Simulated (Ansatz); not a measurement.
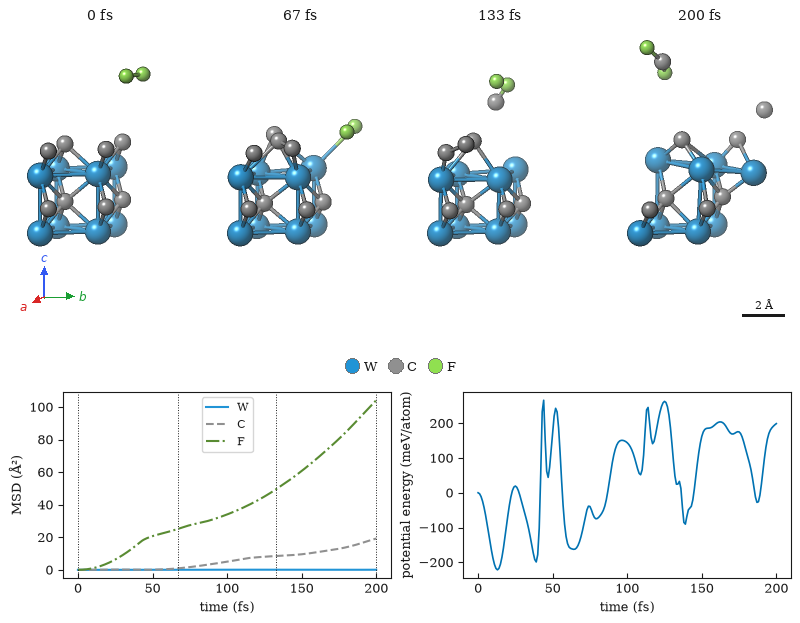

First-principles dynamics of F2 on WC(001) (18 atoms in the cell), 200 fs long. Frames and the history of the run. A ball-and-stick model of the simulation cell, with the vacuum cut short, seen slightly off an axis. Atoms that leave the cell re-enter on the other side. Bonds to atoms that aren't drawn are left out.

Level of theory: Ansatz, DFT PBEsol, scalar-relativistic, plane waves, PAW. Run with plane-wave cutoff 420 eV; k-point mesh 3 × 3 × 1; Fermi-Dirac smearing 0.05 eV; low-accuracy preset; 4 atoms held fixed; constant energy (NVE); time step 1 fs; at the start 2 atoms move with typed velocities and the others are at rest.

What do the frames and curves show?

In the second half of the run the atoms are, in the root-mean-square, this far from where they began (common drift taken out): F 7.97 Å, C 3.26 Å, W 0.24 Å. Against the typical shortest distance between atoms in the first frame, about 2.2 Å, the C and F atoms wander away from their sites and keep going, while the W atoms only vibrate. 6 of the 14 free atoms end more than three quarters of that spacing from the start. Bond changes: 3 C–F bonds form between 39 fs and 199 fs; 2 C–F bonds break between 52 fs and 87 fs; 6 C–C bonds form between 54 fs and 175 fs; 5 C–C bonds break between 73 fs and 160 fs; one C–F contact opens and closes in turn. Over the second half the temperature averages 9797 K (spread ±859 K). The potential energy in the second half lies on average 126 meV per atom above the first frame. The atoms start at rest, so the thermostat has only the motion that the forces set off to work on.

Limits of the set-up: the program's low-accuracy preset was used; the periodic images lie only 5.8 Å apart, so the values are limited by the cell's size.

PAW datasets: the set soft_1.
